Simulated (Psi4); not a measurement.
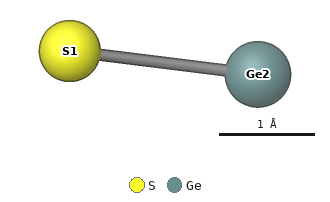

**Figure 1.** The input geometry (ball-and-stick view, seen at an oblique angle; atoms are numbered from 1 in the order of the input). Sticks mark near contacts.

## Single-point calculation of GeS

System: GeS (germanium sulfide (GeS)).
Method: MP2/def2-TZVPP, RHF (Psi4 1.11).

The geometry was optimised with PBE0/6-31G**.

**Output**
```
Psi4 1.11 release

    SCF Algorithm Type (re)set to DF.

   => Loading Basis Set <=

    Name: DEF2-TZVPP
    Role: ORBITAL
    Keyword: BASIS

         ---------------------------------------------------------
                                   SCF
                              RHF Reference
                        1 Threads,   1525 MiB Core
         ---------------------------------------------------------

  ==> Geometry <==

    Molecular point group: c1
    Full point group: C_inf_v

    Geometry (in Angstrom), charge = 0, multiplicity = 1:

       Center              X                  Y                   Z               Mass
    ------------   -----------------  -----------------  -----------------  -----------------
         S            0.000000000000     0.000000000000    -1.411594285847    31.972071174400
         GE           0.000000000000     0.000000000000     0.610536714153    73.921177761000

  Running in c1 symmetry.

  Rotational constants: A = ************  B =      0.18472  C =      0.18472 [cm^-1]
  Rotational constants: A = ************  B =   5537.67227  C =   5537.67227 [MHz]
  Nuclear repulsion =  133.986735707548178

  Charge       = 0
  Multiplicity = 1
  Electrons    = 48
  Nalpha       = 24
  Nbeta        = 24

  ==> Algorithm <==

  SCF Algorithm Type is DF.
  DIIS enabled.
  MOM disabled.
  Fractional occupation disabled.
  Guess Type is SAD.
  Energy threshold   = 1.00e-08
  Density threshold  = 1.00e-08
  Integral threshold = 1.00e-12

  ==> Primary Basis <==

  Basis Set: DEF2-TZVPP
    Blend: DEF2-TZVPP
    Number of shells: 30
    Number of basis functions: 90
    Number of Cartesian functions: 103
    Spherical Harmonics?: true
    Max angular momentum: 3

   => Loading Basis Set <=

    Name: (DEF2-TZVPP AUX)
    Role: JKFIT
    Keyword: DF_BASIS_SCF

  ==> Integral Setup <==

  DFHelper Memory: AOs need 0.027 GiB; user supplied 1.118 GiB.
  SCF_SUBTYPE=INCORE selected. In-core MEM_DF algorithm will be used.
  Using in-core AOs.

  ==> MemDFJK: Density-Fitted J/K Matrices <==

    J tasked:                   Yes
    K tasked:                   Yes
    wK tasked:                   No
    Memory [MiB]:              1144
    Algorithm:                 Core
    Schwarz Cutoff:           1E-12
    Mask sparsity (%):       1.9012
    Fitting Condition:        1E-10

   => Auxiliary Basis Set <=

  Basis Set: (DEF2-TZVPP AUX)
    Blend: DEF2-UNIVERSAL-JKFIT
    Number of shells: 98
    Number of basis functions: 394
    Number of Cartesian functions: 526
    Spherical Harmonics?: true
    Max angular momentum: 5

  Minimum eigenvalue in the overlap matrix is 4.3546422046E-03.
  Reciprocal condition number of the overlap matrix is 1.1122182008E-03.
    Using symmetric orthogonalization.

  ==> Pre-Iterations <==

  SCF Guess: Superposition of Atomic Densities via on-the-fly atomic UHF (no occupation information).

   -------------------------
    Irrep   Nso     Nmo
   -------------------------
     A         90      90
   -------------------------
    Total      90      90
   -------------------------

  ==> Iterations <==

                           Total Energy        Delta E     RMS |[F,P]|

   @DF-RHF iter SAD: -2468.42677082142154   -2.46843e+03   0.00000e+00
   @DF-RHF iter   1: -2471.52153694762683   -3.09477e+00   3.10405e-02 DIIS/ADIIS
   @DF-RHF iter   2: -2471.86707432062576   -3.45537e-01   2.94550e-02 DIIS/ADIIS
   @DF-RHF iter   3: -2472.93779850206556   -1.07072e+00   1.28779e-03 DIIS/ADIIS
   @DF-RHF iter   4: -2472.94139288107090   -3.59438e-03   3.61987e-04 DIIS/ADIIS
   @DF-RHF iter   5: -2472.94220738039212   -8.14499e-04   1.78061e-04 DIIS/ADIIS
   @DF-RHF iter   6: -2472.94237926537380   -1.71885e-04   4.77086e-05 DIIS
   @DF-RHF iter   7: -2472.94242389495957   -4.46296e-05   1.90171e-05 DIIS
   @DF-RHF iter   8: -2472.94242988557517   -5.99062e-06   3.43975e-06 DIIS
   @DF-RHF iter   9: -2472.94243010088030   -2.15305e-07   7.60603e-07 DIIS
   @DF-RHF iter  10: -2472.94243010658010   -5.69980e-09   2.33455e-07 DIIS
   @DF-RHF iter  11: -2472.94243010695072   -3.70619e-10   4.29093e-08 DIIS
   @DF-RHF iter  12: -2472.94243010697346   -2.27374e-11   7.29329e-09 DIIS
  Energy and wave function converged.

  ==> Post-Iterations <==

    Orbital Energies [Eh]
    ---------------------

    Doubly Occupied:

       1A   -405.275495     2A    -91.933911     3A    -52.182704
       4A    -46.269653     5A    -46.269653     6A    -46.267494
       7A     -8.938875     8A     -7.225515     9A     -6.619304
      10A     -6.618472    11A     -6.618472    12A     -5.199197
      13A     -5.199197    14A     -5.193274    15A     -1.675020
      16A     -1.675020    17A     -1.667336    18A     -1.667336
      19A     -1.667268    20A     -0.923877    21A     -0.582974
      22A     -0.380883    23A     -0.374350    24A     -0.374350

    Virtual:

      25A      0.021467    26A      0.021467    27A      0.156156
      28A      0.289089    29A      0.289089    30A      0.306026
      31A      0.331199    32A      0.331199    33A      0.347906
      34A      0.396001    35A      0.437231    36A      0.437231
      37A      0.493095    38A      0.493095    39A      0.584948
      40A      0.584948    41A      0.623486    42A      0.716826
      43A      0.716826    44A      0.773706    45A      1.052676
      46A      1.052676    47A      1.104851    48A      1.107223
      49A      1.107223    50A      1.212587    51A      1.212587
      52A      1.244089    53A      1.244089    54A      1.288839
      55A      1.407158    56A      1.467660    57A      1.467660
      58A      1.792545    59A      1.792545    60A      1.866115
      61A      1.866115    62A      1.969512    63A      1.969512
      64A      2.038919    65A      2.077708    66A      2.077708
      67A      2.131856    68A      2.131856    69A      2.133320
      70A      2.476718    71A      2.476718    72A      2.580334
      73A      2.917704    74A      2.917704    75A      3.012114
      76A      3.012114    77A      3.246963    78A      4.248682
      79A      4.248682    80A      4.630046    81A      5.983200
      82A      7.261652    83A      7.261652    84A      7.338073
      85A      7.338073    86A      7.429263    87A      9.570623
      88A      9.570623    89A      9.859658    90A     19.242069

    Final Occupation by Irrep:
              A
    DOCC [    24 ]
    NA   [    24 ]
    NB   [    24 ]

  @DF-RHF Final Energy: -2472.94243010697346

   => Energetics <=

    Nuclear Repulsion Energy =            133.9867357075481777
    One-Electron Energy =               -3712.2590714096422744
    Two-Electron Energy =                1105.3299055951206356
    Total Energy =                      -2472.9424301069734611

Computation Completed

Properties will be evaluated at   0.000000,   0.000000,   0.000000 [a0]

Properties computed using the SCF density matrix

 Multipole Moments:

 ------------------------------------------------------------------------------------
     Multipole            Electronic (a.u.)      Nuclear  (a.u.)        Total (a.u.)
 ------------------------------------------------------------------------------------

 L = 1.  Multiply by 2.5417464519 to convert [e a0] to [Debye]
 Dipole X            :         -0.0000000            0.0000000           -0.0000000
 Dipole Y            :         -0.0000000            0.0000000           -0.0000000
 Dipole Z            :          6.8837448           -5.7605159            1.1232289
 Magnitude           :                                                    1.1232289

 ------------------------------------------------------------------------------------

	total time  =          1 seconds =       0.02 minutes

  //>>>>>>>>>>>>>>>>>>>>>>>>>>>>>>>>>>>//
  //               DFMP2               //
  //<<<<<<<<<<<<<<<<<<<<<<<<<<<<<<<<<<<//

   => Loading Basis Set <=

    Name: (DEF2-TZVPP AUX)
    Role: RIFIT
    Keyword: DF_BASIS_MP2

	 --------------------------------------------------------
	                          DF-MP2
	      2nd-Order Density-Fitted Moller-Plesset Theory
	              RMP2 Wavefunction,   1 Threads

	 --------------------------------------------------------

   => Auxiliary Basis Set <=

  Basis Set: (DEF2-TZVPP AUX)
    Blend: DEF2-TZVPP-RI
    Number of shells: 70
    Number of basis functions: 282
    Number of Cartesian functions: 373
    Spherical Harmonics?: true
    Max angular momentum: 5

	 --------------------------------------------------------
	                 NBF =    90, NAUX =   282
	 --------------------------------------------------------
	   CLASS    FOCC     OCC    AOCC    AVIR     VIR    FVIR
	   PAIRS      14      24      10      66      66       0
	 --------------------------------------------------------

	-----------------------------------------------------------
	 ==================> DF-MP2 Energies <====================
	-----------------------------------------------------------
	 Reference Energy          =   -2472.9424301069734611 [Eh]
	 Singles Energy            =      -0.0000000000000000 [Eh]
	 Same-Spin Energy          =      -0.1123479914604588 [Eh]
	 Opposite-Spin Energy      =      -0.2781126845866287 [Eh]
	 Correlation Energy        =      -0.3904606760470875 [Eh]
	 Total Energy              =   -2473.3328907830205026 [Eh]
	-----------------------------------------------------------
	 ================> DF-SCS-MP2 Energies <==================
	-----------------------------------------------------------
	 SCS Same-Spin Scale       =       0.3333333333333333 [-]
	 SCS Opposite-Spin Scale   =       1.2000000000000000 [-]
	 SCS Same-Spin Energy      =      -0.0374493304868196 [Eh]
	 SCS Opposite-Spin Energy  =      -0.3337352215039544 [Eh]
	 SCS Correlation Energy    =      -0.3711845519907740 [Eh]
	 SCS Total Energy          =   -2473.3136146589640703 [Eh]
	-----------------------------------------------------------

	total time  =          0 seconds =       0.00 minutes

    Psi4 run time: 0:00:01.22
```

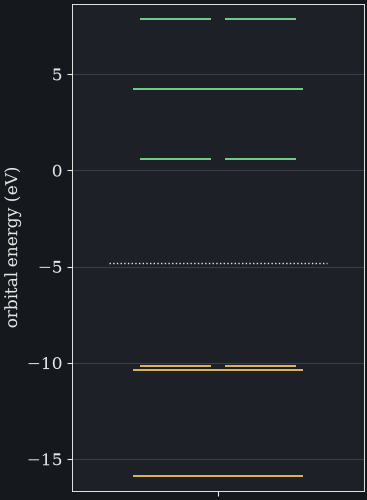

**Figure 2.** Orbital energies near the frontier (SCF reference); the dotted line parts filled from empty levels, and levels within 0.02 eV of each other stand side by side. Highest filled −10.19 eV, lowest empty 0.58 eV, 10.77 eV apart.

The run was set up as follows.

**Input (input.dat)**
```
memory 1600 mb

molecule m {
  0 1
  S
  Ge 1 2.022131
  symmetry c1
}

set globals {
  basis           def2-TZVPP
  num_frozen_docc 14
}

e, wfn = energy("mp2", return_wfn=True)
```

Launched with:
```bash
psi4 input.dat output.dat -n 1
```

**Summary**

```tsv
quantity	value
outcome	converged
total energy	−2473.332891 hartree
SCF energy	−2472.942430 hartree
MP2 energy	−2473.332891 hartree
correlation energy	−0.390461 hartree
basis functions	90
HOMO of the SCF reference	−10.19 eV
LUMO of the SCF reference	0.58 eV
hardware	1 thread of Intel Xeon (Sapphire Rapids), 16 GiB of memory available, shared host
wall time	2.3 s
peak memory	0.25 GiB
```
